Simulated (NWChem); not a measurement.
Single-point calculation, with input and output: NBrO (part 4 of 4)

Continued. System: NBrO (nitrosyl bromide). Method: B3LYP/6-31G*, RKS (NWChem 7.3.0). A bond length was changed on purpose from its optimised value.

Geometry of the input (Å):
```
O  1.3677  -1.6067  0.5799
N  0.3810  -1.5964  0.0384
Br -0.8968  1.2833  -0.3556
```

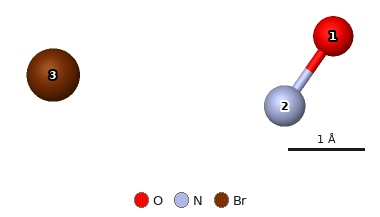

*The structure as given in the input (ball-and-stick view, seen at a tilt; atoms are numbered from 1 in the order of the input). Sticks are drawn by distance; a stretched bond gets none, so the picture shows separate pieces.*

### What the program printed, continued
```
 Vector   58  Occ=0.000000D+00  E= 4.751144D+00
              MO Center= -8.9D-01,  1.3D+00, -3.5D-01, r^2= 4.2D-01
   Bfn.  Coefficient  Atom+Function         Bfn.  Coefficient  Atom+Function
  ----- ------------  ---------------      ----- ------------  ---------------
    53      0.753474  3 Br d  0              51      0.607164  3 Br d -2
    55      0.531762  3 Br d  2              48     -0.510611  3 Br d  0
    54      0.507055  3 Br d  1              46     -0.411145  3 Br d -2
    50     -0.360114  3 Br d  2              49     -0.343877  3 Br d  1
    58     -0.328880  3 Br d  0              56     -0.266939  3 Br d -2

 Vector   59  Occ=0.000000D+00  E= 4.752791D+00
              MO Center= -9.0D-01,  1.3D+00, -3.6D-01, r^2= 4.0D-01
   Bfn.  Coefficient  Atom+Function         Bfn.  Coefficient  Atom+Function
  ----- ------------  ---------------      ----- ------------  ---------------
    53      0.871860  3 Br d  0              48     -0.591411  3 Br d  0
    54     -0.554599  3 Br d  1              55     -0.410937  3 Br d  2
    49      0.376203  3 Br d  1              52      0.377217  3 Br d -1
    58     -0.376742  3 Br d  0              51     -0.326201  3 Br d -2
    50      0.278753  3 Br d  2              47     -0.255874  3 Br d -1

 Vector   60  Occ=0.000000D+00  E= 4.753121D+00
              MO Center= -9.0D-01,  1.3D+00, -3.6D-01, r^2= 4.1D-01
   Bfn.  Coefficient  Atom+Function         Bfn.  Coefficient  Atom+Function
  ----- ------------  ---------------      ----- ------------  ---------------
    54      0.826476  3 Br d  1              51     -0.633263  3 Br d -2
    49     -0.560665  3 Br d  1              46      0.429210  3 Br d -2
    52     -0.413100  3 Br d -1              55     -0.387109  3 Br d  2
    59     -0.356828  3 Br d  1              53      0.285072  3 Br d  0
    47      0.280101  3 Br d -1              56      0.275740  3 Br d -2

     ---------------------------------------------
      Total Density - Mulliken Population Analysis
     ---------------------------------------------

    Atom       Charge   Shell Charges
 -----------   ------   -------------------------------------------------------
    1 O    8     7.95   2.00  0.98  2.79  0.90  1.24  0.05
    2 N    7     6.67   2.00  0.95  2.06  0.87  0.72  0.07
    3 Br  35    35.38   2.00  2.00  6.00  2.00  5.99  1.64  3.68  0.36  1.71  6.95  2.92  0.13

     -------------------------------------------
      Total Density - Lowdin Population Analysis
     -------------------------------------------

    Atom       Charge   Shell Charges
 -----------   ------   -------------------------------------------------------
    1 O    8     7.84   1.99  0.88  2.62  0.71  1.53  0.10
    2 N    7     6.76   1.99  0.82  1.92  0.76  1.11  0.16
    3 Br  35    35.40   2.00  2.00  5.99  2.00  5.90  1.35  3.43  0.66  2.07  6.71  3.08  0.21

 center of mass
 --------------
 x =  -0.76438640 y =   0.93703419 z =  -0.31986821

 moments of inertia (a.u.)
 ------------------
         692.477101377429         405.662196992694        -110.170387386578
         405.662196992694         323.553292404745         153.565304517500
        -110.170387386578         153.565304517500         927.792354000437

     Multipole analysis of the density
     ---------------------------------

     L   x y z        total         alpha         beta         nuclear
     -   - - -        -----         -----         ----         -------
     0   0 0 0     -0.000000    -25.000000    -25.000000     50.000000

     1   1 0 0      1.172143     17.386043     17.386043    -33.599942
     1   0 1 0     -1.926432    -20.698078    -20.698078     39.469724
     1   0 0 1      0.438036      7.341324      7.341324    -14.244613

     2   2 0 0    -21.660296    -89.631453    -89.631453    157.602610
     2   1 1 0     -1.025735    110.403711    110.403711   -221.833156
     2   1 0 1     -0.209878    -31.546379    -31.546379     62.882880
     2   0 2 0    -19.237721   -181.260888   -181.260888    343.284054
     2   0 1 1     -0.323844     42.429700     42.429700    -85.183243
     2   0 0 2    -21.628659    -23.537676    -23.537676     25.446694

 Task  times  cpu:       61.9s     wall:       61.9s
 Total times  cpu:       61.9s     wall:       61.9s
```

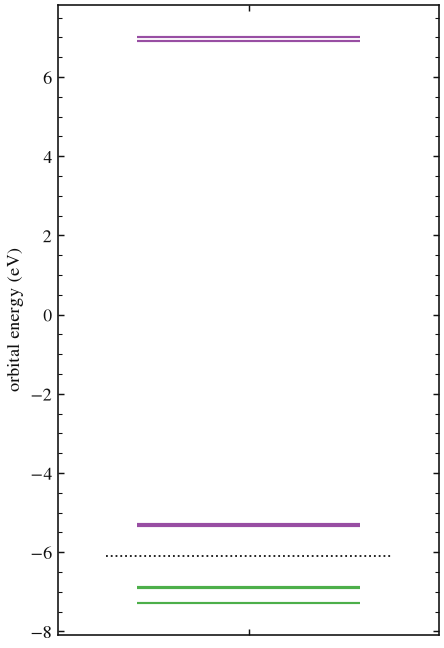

*Orbital energies near the frontier; the dotted line parts filled from empty levels, and levels within 0.02 eV of each other stand side by side.*

Highest filled −6.87 eV, lowest empty −5.35 eV, 1.52 eV apart.

### Key numbers

| quantity | value |
| --- | --- |
| outcome | converged |
| total energy | −2703.723372 hartree |
| basis functions | 60 |
| SCF solution under orbital rotations | stable |
| HOMO | −6.87 eV |
| LUMO | −5.35 eV |
| dipole moment | 5.84 D |
| hardware | 1 thread of Intel Xeon (Granite Rapids), 12 GiB of memory available, shared host |
| wall time | 63 s |
| peak memory | 0.12 GiB |
